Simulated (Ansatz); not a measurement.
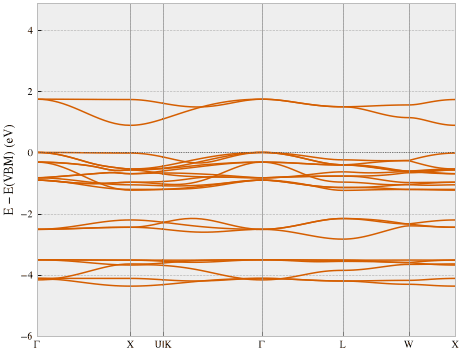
Band structure from plane-wave PAW r²SCAN (Ansatz code)

Problem. Read off the gap and where the band edges lie.

Solution. About 0.9 eV (0.89 eV by a search for the band edges); maximum at Γ, minimum at X.

Problem. Which compound is it?
(A) Cs2PdBr6, Fm-3m (Cs on 8c, Pd on 4a, Br on 24e)
(B) Ge, diamond
(C) ZnSe, zinc blende
(D) BAs, zinc blende

Solution. A, Cs2PdBr6, Fm-3m (Cs on 8c, Pd on 4a, Br on 24e)

The workflow started from a Materials Project entry (that database holds measured and hypothetical structures alike); the Crystallography Open Database copy checked does not list it. Its standing as an ambient phase is unchecked. Symmetry was held in the r²SCAN relaxation; its stability against distortions is not shown here. The run is not spin-polarised. Scalar-relativistic: spin–orbit coupling is off unless named, which matters more the heavier the elements.

Potentials: the later of the program's two PAW sets.
